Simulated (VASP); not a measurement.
Given:

```
Hg4S3Se
1.0
    0.00000     2.97300     2.97300
    2.97300     0.00000     2.97300
   11.90982    11.90982    -0.01781
Hg Se S
4 1 3
Direct
  0.01178   0.01178   0.99117
  0.98939   0.98939   0.25796
  0.99693   0.99693   0.50231
  0.00305   0.00305   0.74771
  0.24676   0.24676   0.06493
  0.24439   0.24439   0.31671
  0.25052   0.25052   0.56211
  0.25719   0.25719   0.80711
```

Level of theory: PBEsol GGA, VASP's PBE PAW potentials (set 64) (plane waves; VASP). Numerical set-up: 400 eV cut-off, 10×10×3 Γ-centred mesh, tetrahedra with Blöchl corrections, potentials Hg Se S.

Unless said otherwise, spin-orbit coupling is left out, though it shifts the bands of the heavy elements here.

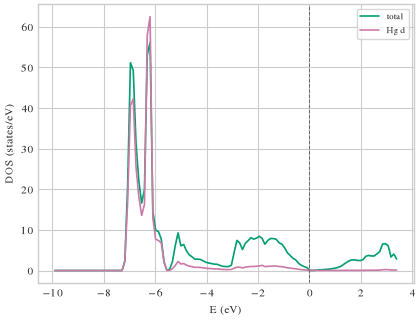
Figure. Total and projected density of states, zero at the Fermi level

Within 2 eV below the Fermi level the largest weight inside VASP's projection spheres is S p, then Hg d.

It has no gap at this level: it comes out as a metal or semimetal.

The structure was generated: Hg4S3Se was put into an ordered model structure (R3m), which need not be its known phase. It was relaxed first.
